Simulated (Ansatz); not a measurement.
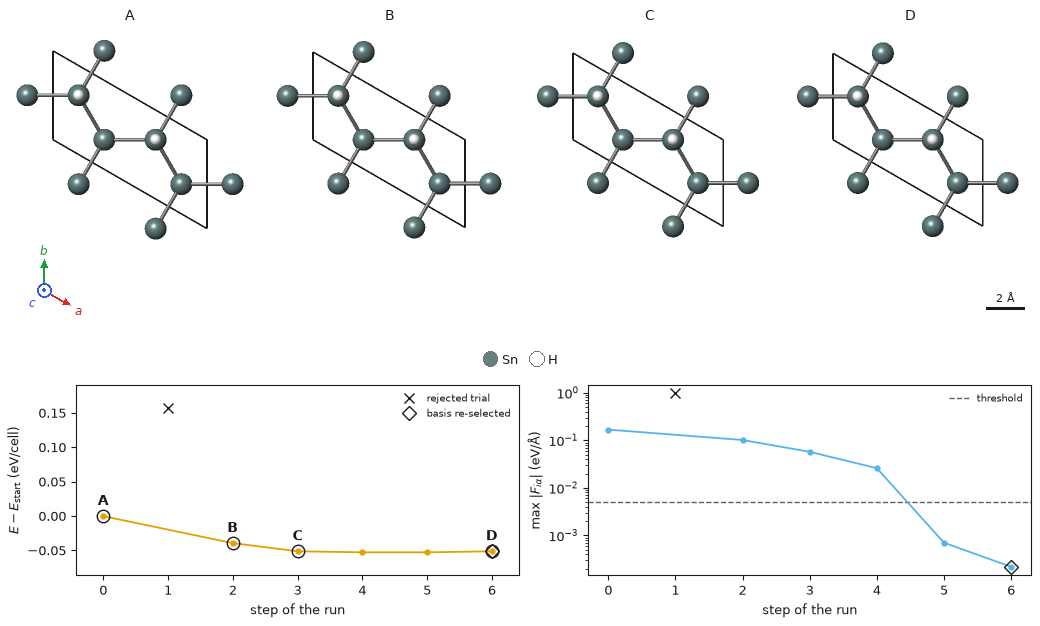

Frames of a relaxation of a slab of composition SnH, marked on the history of the run. A ball-and-stick model of the 2 × 1 repeat of the cell, outlined in the plane, without the vacuum, seen along the c axis.

All numbers below come from Ansatz, DFT, LDA, plane waves, PAW.

Input file:
```yaml
crystal:
  lattice:
    - [4.7134077422, 0.0, 0.0]
    - [-2.3567038711, 4.0819308431, 0.0]
    - [0.0, 0.0, 32.366933336]
  atoms:
    - { symbol: Sn, position: [0.3333333333, 0.6666666667, 0.3216805084] }
    - { symbol: Sn, position: [0.6666666667, 0.3333333333, 0.2962340711] }
    - { symbol: H, position: [0.3333333333, 0.6666666667, 0.3753505311] }
    - { symbol: H, position: [0.6666666667, 0.3333333333, 0.2425640483] }
  periodic: [true, true, false]
kpoints:
  mp_grid: { grid: [6, 6, 1] }
hamiltonian:
  xc: lda
scf:
  occupations: { method: fermi_dirac, width: 0.02 }
relax:
  f_tol: 0.005
  cell: {}
output:
  write_density: true
  write_potential: true
  elf: true
  volumetric_format: npy
```

Command:
```bash
ansatz run input.yaml --threads 4 --pin off --max-ram 5529MiB --backend cpu --events-out ev --progress --plain --runs-dir out
```

**Describe the path.**

After 4 accepted moves (6 points after the start) the energy has fallen by 51.1 meV per cell of the calculation. The largest force component goes from 0.17 to 0.00022 eV/Å. The line search rejected the trial step at point 1 of the run. The SCF was repeated once at an unchanged geometry on a basis and grid sized afresh for the cell, which shifted the energy by 1.6 meV per cell of the calculation at most. The largest moves relative to the cell and the layer's centre, 0.018 Å, are those of H3 and H4. H3 goes along the normal (−c). By element the largest moves are H 0.018 Å, Sn 0.001 Å. In the plane the drawn cell goes a 9.427 → 9.162 Å (−2.8 %), b 4.713 → 4.581 Å (−2.8 %). Some distances before and after: Sn1–Sn2 2.843 → 2.769 Å, Sn1–H3 1.737 → 1.721 Å. From step 0 to 2: H atoms move most (0.04 Å), energy −39.3 meV per cell of the calculation. From step 2 to 3: energy −11.8 meV per cell of the calculation. From step 3 to 6: energy +0.0 meV per cell of the calculation.

```csv
step,"E − E(0), meV/atom","largest force component, eV/Å",note
0,0.00,0.1680,
1,39.36,0.9698,rejected
2,-9.83,0.1016,
3,-12.79,0.0574,
4,-13.17,0.0260,
5,-13.18,0.0007,
6,-12.78,0.0002,"same geometry, new basis"
```
